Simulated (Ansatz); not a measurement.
F$_{2}$IIn

Input file:

```
crystal:
  periodic: [false, false, false]
  atoms:
    - {symbol: F, position_ang: [1.035217, 0.692401, 1.581021]}
    - {symbol: F, position_ang: [0.617889, -1.907570, -0.341215]}
    - {symbol: I, position_ang: [-1.698475, 1.233370, -1.321933]}
    - {symbol: In, position_ang: [0.100869, -0.078501, 0.061827]}
basis:
  gaussian: {orbitals: def2-TZVPD}
hamiltonian: {xc: pbe0}
output: {forces: true, orbitals: {seedname: orbitals}}
```

Run with:

```sh
ansatz run input.yaml --threads 2 --pin off --max-ram 5220MiB --events-out events.jsonl --progress --plain --runs-dir runs
```

Geometry: PBE0-D4/def2-SVP; core potentials replace the inner electrons of I and In.

The calculation used Ansatz, isolated molecule in a Gaussian basis; Kohn-Sham density functional theory, functional PBE0.

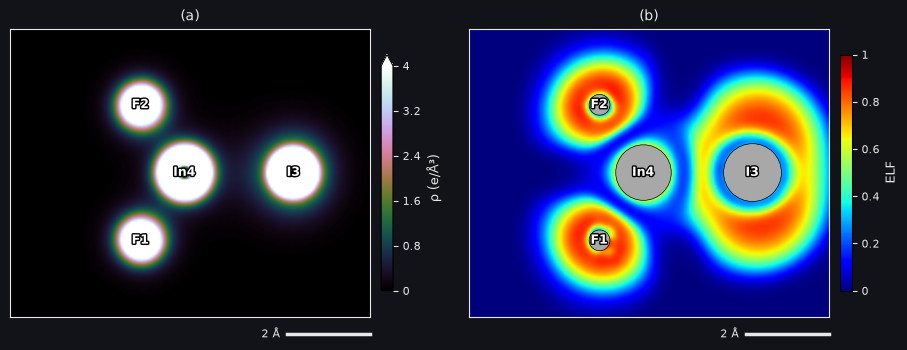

Figure 1. (a) electron density; (b) ELF on the molecular plane. Grey discs cover the atomic cores in the ELF map.

Question: What does the map show?

Answer: The section cuts through F, I and In sites.
In–F (1.94 Å): the density is about 0.81 e/Å³ at the midpoint; the ELF peaks at about 0.80 in the valence shell of F, 0.5 Å from its nucleus, and drops to about 0.15 between the two atoms.
In–I (2.62 Å): ρ at the midpoint is about 0.49 e/Å³; the ELF peaks at about 0.65 in the valence shell of I, 1.2 Å from its nucleus, and drops to about 0.20 between the two atoms.
The ELF also peaks beside F1, I3 and F2, away from the bonds: lone-pair regions.

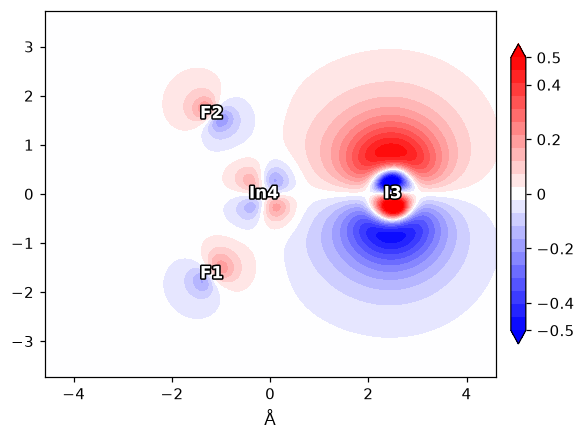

Figure 2. The HOMO on the molecular plane (values in Å⁻³ᐟ²; the overall sign is arbitrary).

Question: Where does this orbital lie, and at what energy?

Answer: It lies mainly on I3 (about 90 %) and In4 (about 5 %); it is symmetric in the molecular plane (an in-plane orbital: σ, lone-pair or in-plane π type); largely a lone pair of I3. Its energy is −8.59 eV.

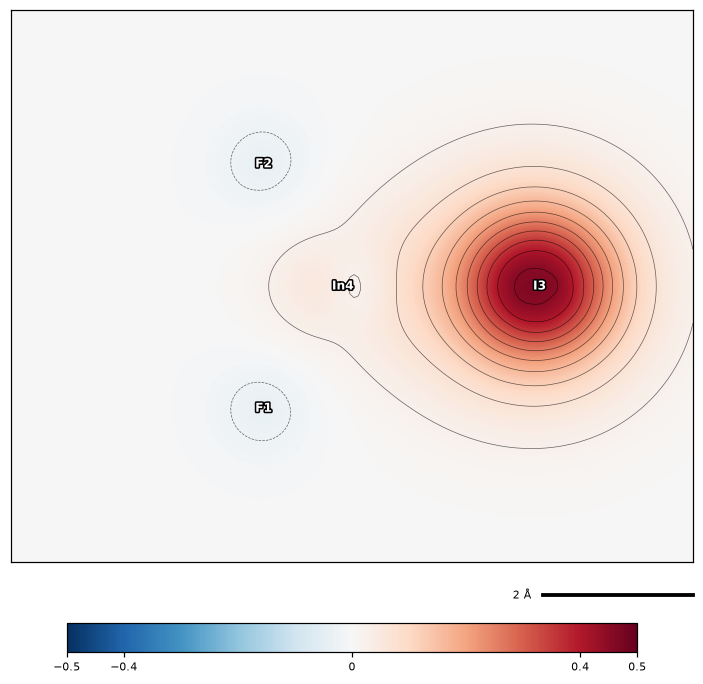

Figure 3. The HOMO−1 on a plane 0.8 Å above the molecular plane (values in Å⁻³ᐟ²; the overall sign is arbitrary).

Question: Describe this orbital and give its energy.

Answer: It lies mainly on I3 (about 90 %) and In4 (about 10 %); it changes sign across the molecular plane (π type). Its energy is −8.72 eV.
